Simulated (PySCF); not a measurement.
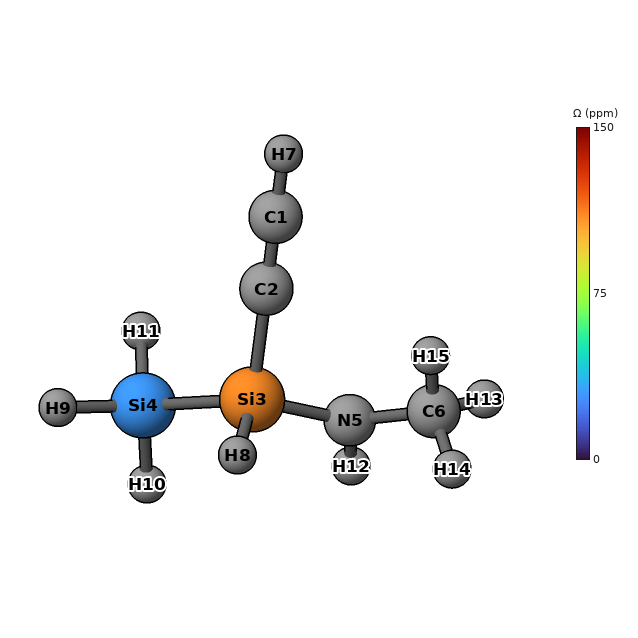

The Si atoms are coloured by the span of their shielding tensor. Geometry: an end point of a reaction path computed with GFN2-xTB. Properties computed with GIAO PBE0/pcSseg-1 NMR shielding, non-relativistic, gas phase (PySCF 2.14.0). Principal shieldings σ11 ≤ σ22 ≤ σ33, span Ω = σ33 − σ11, skew κ = 3(σiso − σ22)/Ω.

> Which Si atom has the most anisotropic shielding?

Si3, with a span of 110 ppm.

Give the shielding tensors of the Si atoms.

| atom | σ11 | σ22 | σ33 | σiso | Ω | κ |
| --- | --- | --- | --- | --- | --- | --- |
| Si3 | 359.2 | 371.9 | 468.9 | 400.0 | 109.7 | 0.77 |
| Si4 | 452.1 | 469.4 | 482.2 | 467.9 | 30.0 | −0.15 |

Shieldings and span in ppm.
